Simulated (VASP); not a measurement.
Shape and ions are relaxed at each volume.

Energy against volume of Mg3Sb2 (a-la2o3). Computed with vdW-DF-cx, VASP's PBE PAW potentials (set 64) (plane waves; VASP 6.6.1).

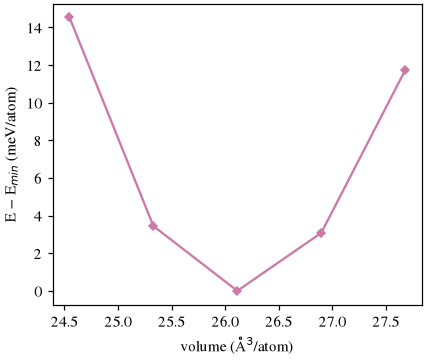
Figure: Energy against volume

### Question
Estimate the equilibrium volume and the bulk modulus.

### Answer
The minimum lies near 26.1 Å³/atom, and the curvature gives B0 of about 44 GPa.

The compound is Mg3Sb2 in the a-la2o3 structure. It was relaxed first.
